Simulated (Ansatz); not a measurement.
# H17NSi8: what the fields show

Input file:

```
crystal:
  periodic: [false, false, false]
  atoms:
    - {symbol: Si, position_ang: [-1.765467, 1.791012, -0.981436]}
    - {symbol: Si, position_ang: [1.304882, -1.275770, -1.225229]}
    - {symbol: Si, position_ang: [-1.788511, -1.288148, 1.474668]}
    - {symbol: Si, position_ang: [1.369539, 1.692058, 1.439313]}
    - {symbol: Si, position_ang: [-3.063933, 0.302672, 0.298872]}
    - {symbol: Si, position_ang: [-0.263995, -2.456826, 0.108028]}
    - {symbol: Si, position_ang: [-0.202653, 3.012745, 0.286740]}
    - {symbol: Si, position_ang: [2.585364, 0.259246, 0.021822]}
    - {symbol: N, position_ang: [2.465202, -2.344982, -2.011750]}
    - {symbol: H, position_ang: [-2.685308, 2.773567, -1.665732]}
    - {symbol: H, position_ang: [-1.040454, 1.020490, -2.054201]}
    - {symbol: H, position_ang: [3.095973, -2.867505, -1.395388]}
    - {symbol: H, position_ang: [2.095468, -2.982722, -2.725075]}
    - {symbol: H, position_ang: [0.558819, -0.562449, -2.321275]}
    - {symbol: H, position_ang: [-2.737166, -2.283796, 2.098370]}
    - {symbol: H, position_ang: [-1.052707, -0.600866, 2.594274]}
    - {symbol: H, position_ang: [0.676371, 0.885538, 2.505041]}
    - {symbol: H, position_ang: [2.342767, 2.619046, 2.126691]}
    - {symbol: H, position_ang: [-4.004504, -0.425321, -0.630208]}
    - {symbol: H, position_ang: [-3.899265, 1.098478, 1.271193]}
    - {symbol: H, position_ang: [-1.073059, -3.344257, -0.811127]}
    - {symbol: H, position_ang: [0.529062, -3.380853, 1.005280]}
    - {symbol: H, position_ang: [0.550984, 3.934919, -0.640340]}
    - {symbol: H, position_ang: [-0.950662, 3.867807, 1.280036]}
    - {symbol: H, position_ang: [3.410606, 1.098499, -0.921549]}
    - {symbol: H, position_ang: [3.542649, -0.542612, 0.872991]}
basis:
  gaussian: {orbitals: def2-TZVP, initial_orbitals: start.molden}
hamiltonian: {xc: pbe0, dispersion: d4}
scf: {omitted_lower_state_checks: [starts]}
output: {orbitals: {seedname: orbitals}}
```

Run with:

```sh
ansatz run in.yaml --threads 4 --pin off --events-out ev --progress --plain --max-ram 6963MiB
```

Geometry: PBE-D4/def2-SVP.

Computed with RKS PBE0-D4/def2-TZVP in Ansatz 0.2.0.

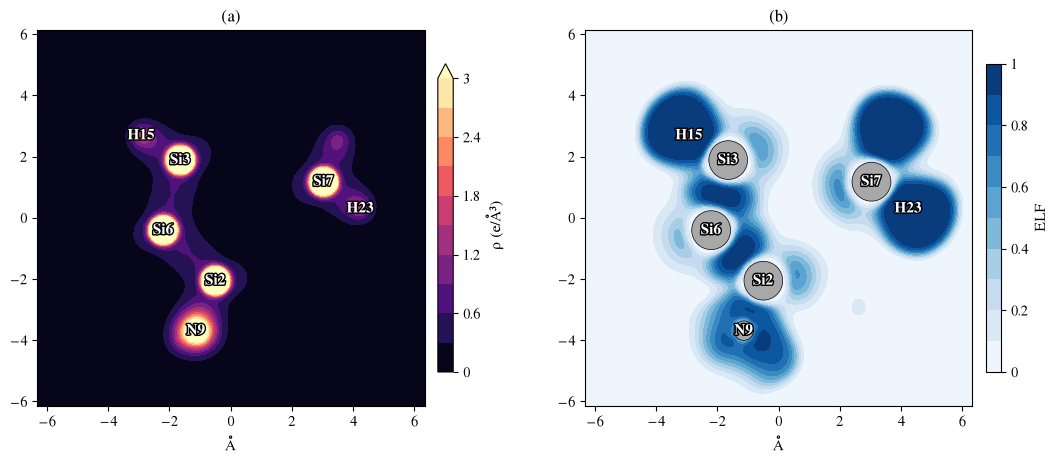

Figure 1. (a) electron density; (b) ELF on the plane of atoms Si2, Si6 and Si3. Grey discs cover the atomic cores in the ELF map.

Read the bonding off the picture.

The section cuts through Si, N and H sites.
Si–N (1.76 Å): the density is about 1 e/Å³ at the midpoint; the ELF peaks at about 0.90 between the atoms; a polar covalent bond.
Si–Si (2.37 Å): ρ at the midpoint is about 0.6 e/Å³; the ELF peaks at about 1 between the atoms: localised, covalent bonding.
Si–H (1.51 Å): ρ at the midpoint is about 0.76 e/Å³; the ELF climbs to about 1 towards the hydrogen, as it does in any bond to H.
The ELF also peaks beside N9, away from the bonds: lone-pair regions.

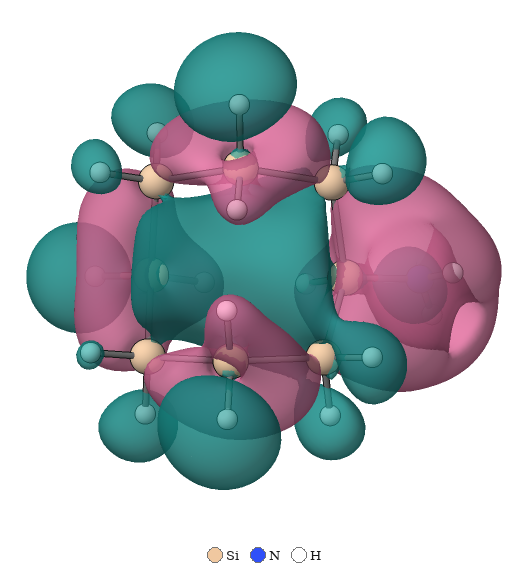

Figure 2. The LUMO at ±0.03 Å⁻³ᐟ² (teal and pink are the two phases), seen at a tilt.

Where does this orbital lie, and at what energy?

Its weight (Hirshfeld) is mainly on Si2 (about 15 %), Si3 (about 10 %), Si4 (about 10 %), Si1 (about 10 %), Si6 (about 10 %) and Si8 (about 10 %). Its energy is −1.13 eV.

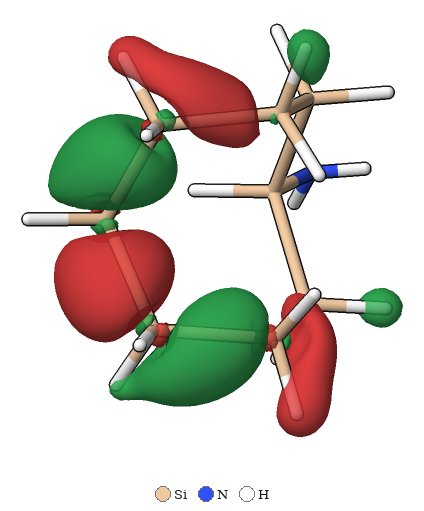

Figure 3. The HOMO−1 at ±0.1 Å⁻³ᐟ² (green and red are the two phases), seen at an oblique angle.

What is the character of this orbital?

Its weight (Hirshfeld) is mainly on Si5 (about 25 %), Si1 (about 25 %), Si7 (about 15 %) and Si3 (about 15 %). Its energy is −7.83 eV.
